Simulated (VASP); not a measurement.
Band structure of LuAu4 (space group I4/m). Level of theory: PBEsol GGA, VASP's PBE PAW potentials (set 64) (plane waves; VASP).

Unless said otherwise, spin-orbit coupling is left out, though it shifts the bands of the heavy elements here.

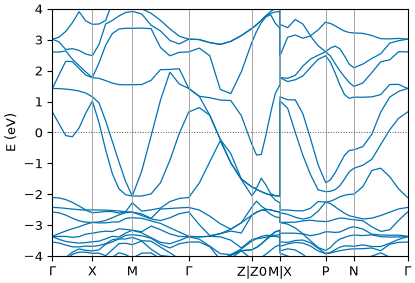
*Bands along high-symmetry lines, zero at the valence-band maximum or, without a gap, the Fermi level*

**Question.** Read the plot: is there a gap, and where are the band edges?

**Answer.** It has no gap at this level: it comes out as a metal or semimetal.

The structure comes from a computed database's LuAu4 entry (I4/m); how it stands against other phases isn't given here. The cell was not relaxed at this level. The electron count is odd and the run is not spin-polarised, which forces a metal.
